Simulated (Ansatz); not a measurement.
Input file:

```
crystal:
  periodic: [false, false, false]
  atoms:
    - { symbol: Ge, position_ang: [0.333845, -0.046868, -0.052099] }
    - { symbol: Cl, position_ang: [0.948961, 0.053995, 2.060467] }
    - { symbol: H, position_ang: [1.618472, 0.103462, -0.881299] }
    - { symbol: H, position_ang: [-0.631987, 1.118778, -0.309904] }
    - { symbol: H, position_ang: [-0.319911, -1.413113, -0.273395] }
    - { symbol: Si, position_ang: [-2.926836, 0.035931, 1.272075] }
    - { symbol: H, position_ang: [-2.907769, -0.844692, 0.065513] }
    - { symbol: H, position_ang: [-4.006262, -0.441929, 2.191023] }
    - { symbol: H, position_ang: [-3.23545, 1.435948, 0.841065] }
    - { symbol: H, position_ang: [-1.622264, -0.001512, 1.954655] }
basis:
  gaussian: { orbitals: def2-SVP }
hamiltonian:
  xc: pbe0
relax:
  f_tol: 0.03
  max_steps: 50
output:
  orbitals: {}
```

Launched as:

```sh
ansatz run input.yaml --threads 2 --pin off --max-ram 3072MiB --backend cpu --events-out ev --progress --plain --runs-dir out
```

The fields are those of the run's last geometry, not of the input's.

Computed with RKS PBE0/def2-SVP in Ansatz.

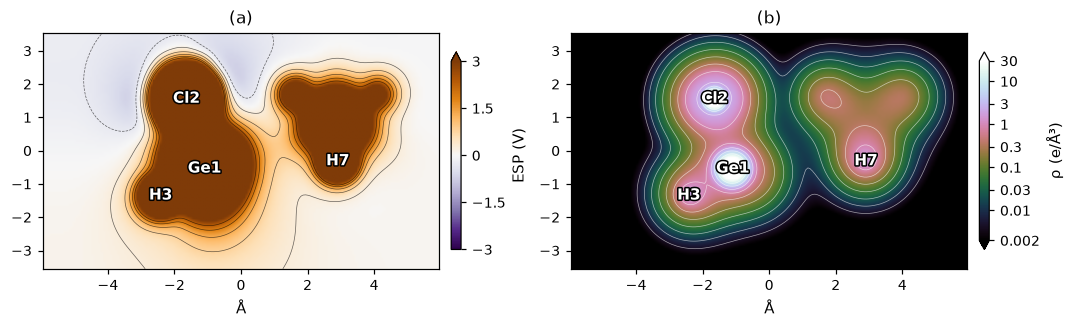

ClGeH$_{3}$···SiH$_{4}$. (a) molecular electrostatic potential; (b) total electron density on the plane of atoms Cl2, Ge1 and H3.

### What do the fields say about this system?

- Atoms in the plane: Ge, Cl and H.
- Ge–Cl (2.17 Å): ρ is about 0.71 e/Å³ halfway.
- Ge–H (1.54 Å): ρ at the midpoint is about 1.1 e/Å³.
- Outside the dense part of the complex the potential is most negative (−0.7 V) near Cl2.
